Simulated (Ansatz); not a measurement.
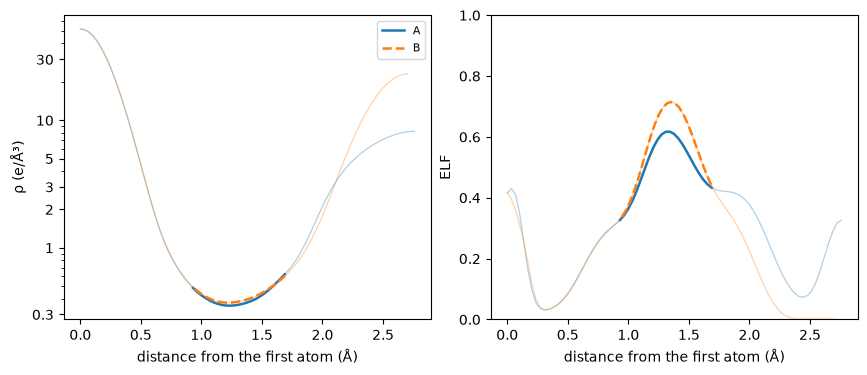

Figure. Ga4BiSb3. Valence electron density and electron localisation function along straight lines between neighbouring atoms. Thin, pale parts lie inside the atomic spheres.

Space group P-43m; started from the ordered alloy on zincblende lattice prototype, which need not be the ambient phase.

Level of theory: DFT, PBE, plane waves, PAW in Ansatz.

The density is the valence pseudo-density of a PAW calculation; it isn't the true density close to the nuclei.

```
CELL_PARAMETERS angstrom
6.27466 0.00000 0.00000
0.00000 6.27466 0.00000
0.00000 0.00000 6.27466
ATOMIC_POSITIONS crystal
Sb 0.50000 0.00000 0.00000
Ga 0.24634 0.75366 0.75366
Sb 0.00000 0.50000 0.00000
Ga 0.75366 0.24634 0.75366
Sb 0.00000 0.00000 0.50000
Ga 0.75366 0.75366 0.24634
Bi 0.50000 0.50000 0.50000
Ga 0.24634 0.24634 0.24634
```

> Which curve belongs to which contact (Ga–Bi and Ga–Sb)? The first atom named is at distance zero.

Curve A: Ga–Bi (2.76 Å): ρ is about 0.37 e/Å³ halfway; the ELF peaks at about 0.60 between the atoms. Curve B: Ga–Sb (2.70 Å): ρ is about 0.39 e/Å³ halfway; the ELF peaks at about 0.70 between the atoms.
